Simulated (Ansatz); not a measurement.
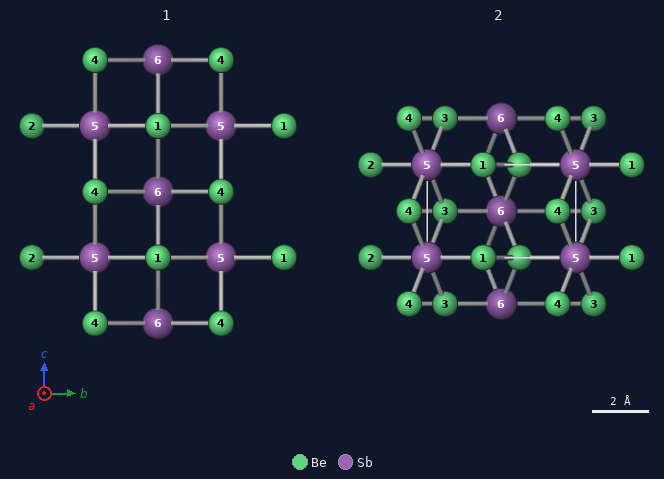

Two geometries of solid Be2Sb (built on the marcasite_58 type) (coarse preliminary run), drawn at one scale. One is the start of a relaxation, the other its converged end. The picture is a ball-and-stick view of the cell of the calculation, seen along the a axis.

All numbers below come from DFT PBE, scalar-relativistic, plane waves, PAW (Ansatz 0.2.0). Settings: plane-wave cutoff 420 eV; k-point mesh 4 × 4 × 6; occupations gaussian; smearing width 0.1 eV; no spin polarisation; cell and atoms relaxed; force threshold 0.04 eV/Å; at most 70 steps.

**Which one is relaxed?**

Structure 1 is the relaxed one. Case: marcasite type (Pnnm, No. 58). The energy falls by 4.312 eV per cell of the calculation in 15 accepted moves (20 points after the start). The largest force component goes from 1 to 0.016 eV/Å. Pressure: 39.74 GPa at the start and 0.13 GPa at the end. The line search rejected the trial steps at points 7, 16, 18 of the run. At 2 points the geometry stayed and the basis and grid were re-selected for the new cell (energy shift of 75.3 meV per cell of the calculation at most each time). The largest moves relative to the cell, 0.61 Å, are those of Be1, Be2, Be3 and Be4. Be4 goes along [−1 2 0]. Sb stays in place. The drawn cell changes as follows: a 4.388 → 4.585 Å (+4.5 %), b 5.356 → 4.545 Å (−15.1 %), c 3.343 → 4.747 Å (+42.0 %); the volume changes by +25.9 %. Among the contacts that change: Be1–Sb5 3.442 → 2.559 Å, Be1–Be2 2.933 → 2.233 Å, Be1–Sb6 2.224 → 2.623 Å, Be1–Sb5 (another image) 2.211 → 2.559 Å. Bond angles that change, for instance: Be1–Be2–Sb5 103.0° → 62.6°, Sb6–Be2–Sb6 97.5° → 129.6°, Be1–Sb6–Be1 97.5° → 129.6°. The space group (tolerance 0.01 Å) goes from Pnnm (No. 58) to Immm (No. 71).
